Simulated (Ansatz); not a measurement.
# U-r2SCAN/STO-3G run of SiH3O (SMILES [O][SiH3])

What is the energy change on altering one bond length of SiH3O at U-r2SCAN/STO-3G? 

The results are computed with Ansatz 0.2.0.

65 further runs of the same task are left out: 16 that didn't finish, 49 set aside as unsound or not needed.

## (1) Starting point

SiH3O has 5 atoms, charge 0, and is taken as a doublet. SMILES: `[O][SiH3]`. The coordinates come from a GFN2-xTB relaxation.

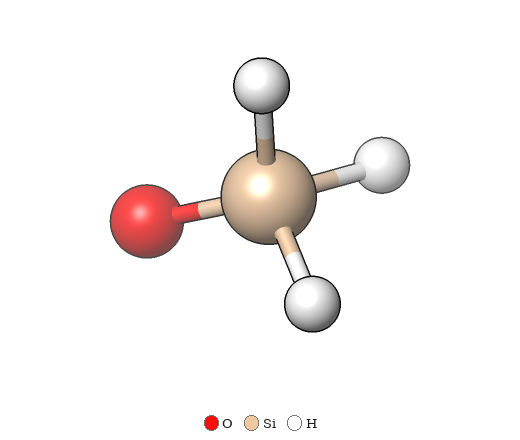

Viewed from a chosen angle; oxygen red, silicon light orange, hydrogen white.

## (2) A single-point energy at U-r2SCAN/STO-3G

File input.yaml:

```yaml
crystal:
  periodic: [false, false, false]
  atoms:
    - {symbol: O, position_ang: [-1.416610, 0.267850, 0.690210]}
    - {symbol: Si, position_ang: [-0.065850, 0.007840, 0.019870]}
    - {symbol: H, position_ang: [-0.120650, -0.242400, -1.447490]}
    - {symbol: H, position_ang: [0.685890, -1.159260, 0.572930]}
    - {symbol: H, position_ang: [0.917210, 1.125960, 0.164480]}
basis:
  gaussian:
    orbitals: STO-3G
hamiltonian:
  xc: {name: r2SCAN}
accuracy: high
magnetization:
  spin_polarized: true
  initial_magnetization: 1
```

Run with:

```bash
$ ansatz run input.yaml --threads 1 --pin off --max-ram 2610MiB --events-out events.jsonl --progress --plain --runs-dir runs
```

Log:

```text
Warning: RAYON_NUM_THREADS=1 ignored (pool sized by the plan → 1); use --threads N
Functional definition: r2SCAN
  name "r2SCAN"
  parameter k0 = 0.174
  parameter k1 = 0.065
  parameter a1 = 4.9479
  exchange = r2scan_x(k0 = k0, k1 = k1, a1 = a1)
  correlation = r2scan_c
290 factors; integrals over basis functions are off by at most 2.8e-8 eV
mean field evaluation 1: about -9847.8370 eV, gradient 1.5e1 eV
mean field evaluation 2: about -9847.0611 eV, gradient 2.0e1 eV
mean field evaluation 4: about -9849.5803 eV, gradient 1.2e0 eV
mean field evaluation 8: about -9849.5508 eV, gradient 3.7e-3 eV
mean field evaluation 16: about -9849.5508 eV, gradient 1.3e-6 eV
mean field evaluation 32: about -9849.5221 eV, gradient 1.2e0 eV
mean field -9849.55078708 eV, -361.9643151597 hartree, gradient 7.1e-8 eV, S^2 0.753835; 3 other end points of the search recorded, 0 dependent functions left out
reference -9849.55078780 eV, -361.9643151865 hartree; 13, 12 occupied and 4, 5 virtual orbitals, 290 factors
Total energy: -9849.55078780 eV, -361.9643151865 hartree
```

Run time: 13 s. Hardware: 1 thread of Arm Neoverse V1, shared host; peak memory 0.21 GiB.

## (3) The distorted shape, same level

File job.yaml:

```yaml
crystal:
  periodic: [false, false, false]
  atoms:
    - {symbol: O, position_ang: [-1.754344, 0.332861, 0.857817]}
    - {symbol: Si, position_ang: [-0.065850, 0.007840, 0.019870]}
    - {symbol: H, position_ang: [-0.120650, -0.242400, -1.447490]}
    - {symbol: H, position_ang: [0.685890, -1.159260, 0.572930]}
    - {symbol: H, position_ang: [0.917210, 1.125960, 0.164480]}
basis:
  gaussian:
    orbitals: STO-3G
accuracy: high
magnetization:
  spin_polarized: true
  initial_magnetization: 1
hamiltonian:
  xc: {name: r2SCAN}
```

Run with:

```bash
$ ansatz run job.yaml --threads 1 --pin off --max-ram 2610MiB --events-out events.jsonl --progress --plain --runs-dir runs
```

Log:

```text
Warning: RAYON_NUM_THREADS=1 ignored (pool sized by the plan → 1); use --threads N
Functional definition: r2SCAN
  name "r2SCAN"
  parameter k0 = 0.174
  parameter k1 = 0.065
  parameter a1 = 4.9479
  exchange = r2scan_x(k0 = k0, k1 = k1, a1 = a1)
  correlation = r2scan_c
290 factors; integrals over basis functions are off by at most 2.8e-8 eV
mean field evaluation 1: about -9848.4284 eV, gradient 1.4e1 eV
mean field evaluation 2: about -9846.6963 eV, gradient 2.1e1 eV
mean field evaluation 4: about -9850.0441 eV, gradient 6.5e-1 eV
mean field evaluation 8: about -9849.9878 eV, gradient 9.9e-3 eV
mean field evaluation 16: about -9849.9878 eV, gradient 5.3e-5 eV
mean field evaluation 32: about -9849.9878 eV, gradient 4.8e-6 eV
mean field -9849.98779142 eV, -361.9803747730 hartree, gradient 3.2e-8 eV, S^2 0.755077; 2 other end points of the search recorded, 0 dependent functions left out
reference -9849.98779215 eV, -361.9803747999 hartree; 13, 12 occupied and 4, 5 virtual orbitals, 290 factors
Total energy: -9849.98779215 eV, -361.9803747999 hartree
```

It took 24 s on 1 thread of Arm Neoverse V1, shared host; peak memory 0.21 GiB.

## (4) Outcome

Level: U-r2SCAN/STO-3G.

```
                                                          quantity          value
                                         first shape: total energy  -361.96432 Eh
                                                 first shape: ⟨S²⟩          0.754
                                     distorted shape: total energy  -361.98037 Eh
                                             distorted shape: ⟨S²⟩          0.755
energy change with the O1–Si2 bond stretched from 1.530 to 1.913 Å      -0.437 eV
```

In words: With the O1–Si2 bond stretched from 1.530 to 1.913 Å the energy falls by 0.44 eV (42.2 kJ/mol). The first shape isn't relaxed at this level, so the change isn't measured from a minimum. The minimal basis adds a large error of its own.
